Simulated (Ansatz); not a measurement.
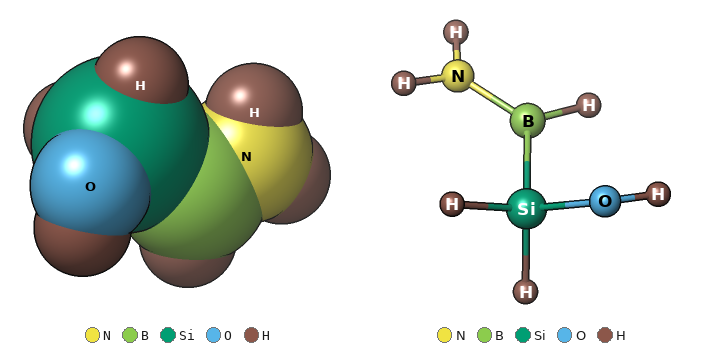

Two views of one molecule.

The computed structure is the end point of a PBE0-D4/def2-TZVP optimisation.

Count the atoms of each element.

Answer. BH6NOSi, 10 atoms: 1 boron, 6 hydrogen, 1 nitrogen, 1 oxygen and 1 silicon.

How many sets of symmetry-equivalent atoms are there?

Answer. 10: 1 N, 1 B, 1 Si, 1 O, 1 H, 1 H, 1 H, 1 H, 1 H, 1 H.

More results for the same structure follow; atom numbers are the same in all pictures, views and colours differ.

Charges

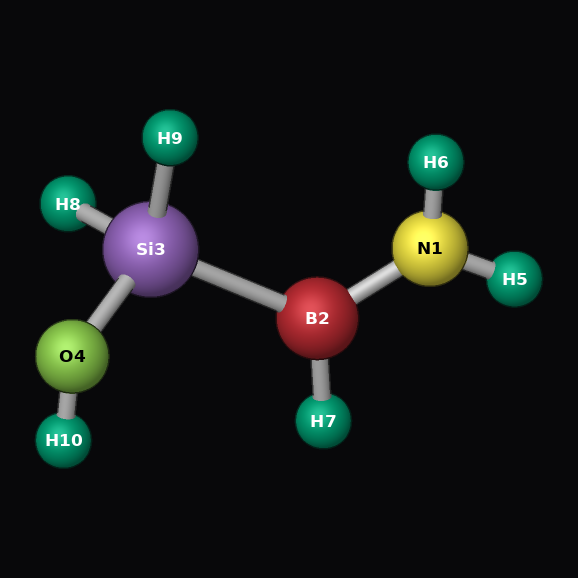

The questions are on Mulliken charges. Properties computed with RKS PBE0-D4/def2-TZVP (Ansatz 0.2.0).

List the Mulliken charges.

| atom | value (e) |
| --- | --- |
| N1 | −0.42 |
| B2 | −0.03 |
| Si3 | 0.29 |
| O4 | −0.54 |
| H5 | 0.24 |
| H6 | 0.25 |
| H7 | 0.00 |
| H8 | −0.07 |
| H9 | −0.05 |
| H10 | 0.32 |

Levels of theory compared

Program: Ansatz 0.2.0.

Compare HOMO energy (eV) at these levels: B97M-V/def2-TZVPP; PBE-D4/def2-TZVPP; PBE0-D4/def2-SVP; r2SCAN-D4/def2-TZVPP; revPBE-D4/def2-TZVPP; ωB97M-V/def2-SVP.

```tsv
level	HOMO energy (eV)
B97M-V/def2-TZVPP	−6.53
PBE-D4/def2-TZVPP	−6.14
PBE0-D4/def2-SVP	−7.30
r2SCAN-D4/def2-TZVPP	−6.42
revPBE-D4/def2-TZVPP	−6.10
ωB97M-V/def2-SVP	−9.46
```

Thermal motion

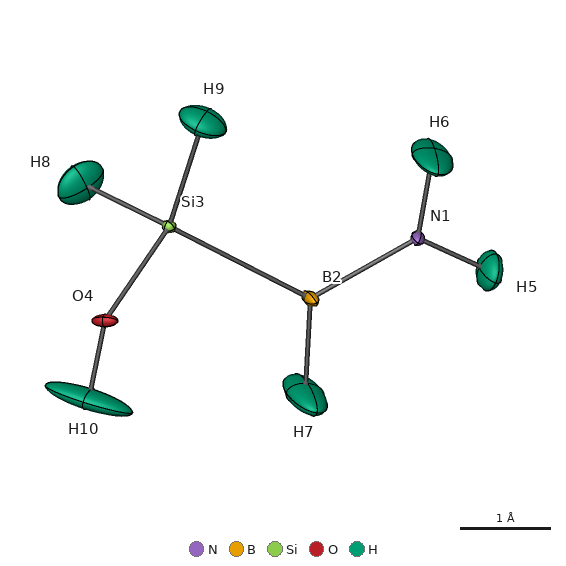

Displacement ellipsoids at the 50 % level, from the internal vibrations of the free molecule (harmonic, no overall translation or rotation; no half-axis is drawn under 0.075 Å). Vibrations computed with RKS PBE0-D4/def2-TZVP (Ansatz 0.2.0). Temperature: 100 K.

Which atom moves most?

Answer. H10, with U_eq = 0.0478 Å².

Does H10 move more along its bond or across it?

Answer. Across it: the root-mean-square amplitude is 0.079 Å along the bond and up to 0.336 Å across, since bending and torsion are softer than stretching.

List U_eq and the three principal root-mean-square amplitudes for each kind of atom.

| atom | U_eq (Å²) | rms amplitudes (Å) |
| --- | --- | --- |
| N1 | 0.0044 | 0.028, 0.049, 0.100 |
| B2 | 0.0058 | 0.040, 0.053, 0.114 |
| Si3 | 0.0015 | 0.023, 0.034, 0.053 |
| O4 | 0.0043 | 0.030, 0.047, 0.099 |
| H5 | 0.0208 | 0.083, 0.139, 0.190 |
| H6 | 0.0397 | 0.072, 0.149, 0.303 |
| H7 | 0.0462 | 0.090, 0.144, 0.331 |
| H8 | 0.0238 | 0.094, 0.159, 0.193 |
| H9 | 0.0228 | 0.091, 0.163, 0.183 |
| H10 | 0.0478 | 0.076, 0.156, 0.336 |

Mulliken values depend strongly on the basis set and can even reverse the polarity of a bond.
